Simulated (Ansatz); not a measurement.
The calculation's input:

```
crystal:
  periodic: [false, false, false]
  atoms:
    - {symbol: C, position_ang: [0.184820, -0.741580, -0.101991]}
    - {symbol: C, position_ang: [-0.388700, -0.175652, 1.187523]}
    - {symbol: Cl, position_ang: [-3.448486, -1.621896, -0.039904]}
    - {symbol: Cl, position_ang: [-3.360598, 0.220224, 3.253309]}
    - {symbol: Sn, position_ang: [-2.127791, -1.229622, 1.871359]}
    - {symbol: H, position_ang: [1.027762, -0.126389, -0.455222]}
    - {symbol: H, position_ang: [0.563256, -1.767403, 0.028571]}
    - {symbol: H, position_ang: [-0.569735, -0.767052, -0.902333]}
    - {symbol: H, position_ang: [0.338187, -0.192917, 2.014881]}
    - {symbol: H, position_ang: [-0.724431, 0.866317, 1.071515]}
    - {symbol: H, position_ang: [-2.008919, -2.720358, 2.697711]}
basis:
  gaussian:
    orbitals: def2-SVPD
output: {forces: true, orbitals: {seedname: orbitals}}
hamiltonian:
  xc: pbe0
total_charge: 0
```

Launched as:

```sh
ansatz run input.yaml --threads 2 --pin off --max-ram 4350MiB --events-out events.jsonl --progress --plain --runs-dir runs
```

Geometry: PBE0-D3(BJ)/def2-SVP; core potentials replace the inner electrons of Sn.

These are results of isolated molecule in a Gaussian basis; Kohn-Sham density functional theory, functional PBE0 (Ansatz), not measurements.

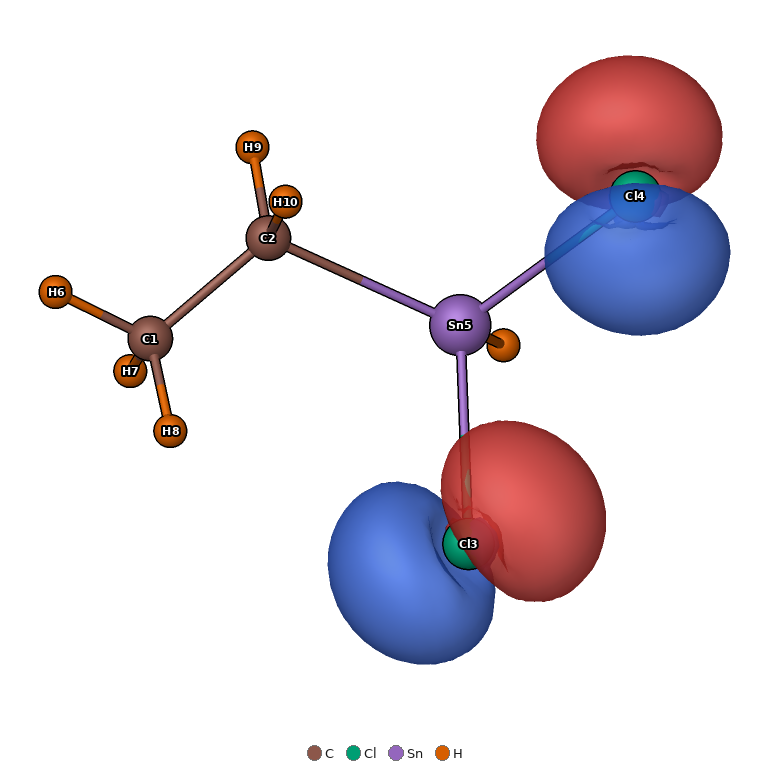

C$_{2}$H$_{6}$Cl$_{2}$Sn (SMILES C[CH2][SnH]([Cl])[Cl]). The HOMO−1 at ±0.15 Å⁻³ᐟ² (blue and red are the two phases), seen across its widest extent.

What is the character of this orbital?

Answer. By Hirshfeld shares it lies mainly on Cl3 (about 50 %) and Cl4 (about 45 %); largely a combination of lone pairs on Cl3 and Cl4. Its energy is −8.92 eV.
